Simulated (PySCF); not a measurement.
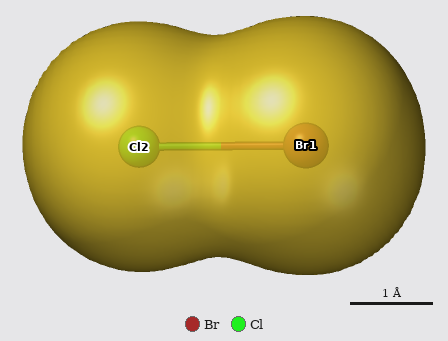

Figure 1: BrCl (charge +1, doublet). Isosurface of the total electron density at 0.05 e/Å³ (yellow), seen from one side.

Computed with PySCF 2.14.0, PBE0/cc-pVDZ(-PP), non-relativistic Hamiltonian with scalar-relativistic core potentials where named, at a bond length of 2.062 Å.

| atom | x (Å) | y (Å) | z (Å) |
| --- | --- | --- | --- |
| Br | 0.0000 | 0.0000 | -0.6331 |
| Cl | 0.0000 | 0.0000 | 1.4289 |

Q: Which contacts does the surface bridge?

A: At this value the surface is in one piece. It bridges the sampled Br–Cl (2.06 Å) contact, where the density stays above the isovalue. On the grid the lowest density along these lines, outside the cores, is 1 e/Å³ (Br–Cl, 2.06 Å).
